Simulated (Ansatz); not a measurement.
GeSb2Te4: pressure series

Base system: GeSb$_{2}$Te$_{4}$ (space group R-3m, No. 166; a = 4.248 Å, c = 40.195 Å (hexagonal axes)).

Cell and atoms are relaxed at each pressure.

Method: plane-wave PAW DFT at the PBE-D3(BJ) level (Ansatz, a first-principles code, 420 eV), no spin-orbit coupling, earlier PAW set.

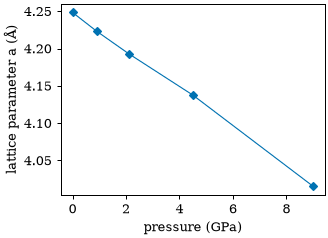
Figure: Lattice parameter a against pressure

**Question.** From the plot, what is the lattice parameter a for pressure 2.1 GPa?

**Answer.** About 4.19 Å.

**Question.** Is the trend monotonic over the range shown?

**Answer.** Yes, it falls throughout, spanning 4.015 Å to 4.248 Å.

A case with no gap was solved on a k-mesh chosen for an insulator, which is coarse for it. Load acts through the strain it causes; cell and atoms are relaxed under it. Stability against distortions was not tested. No other phases were tried under pressure. All final runs are without spin polarisation. The program warned that a D3 coordination switch lies within reach, so dispersion energies are less smooth here.
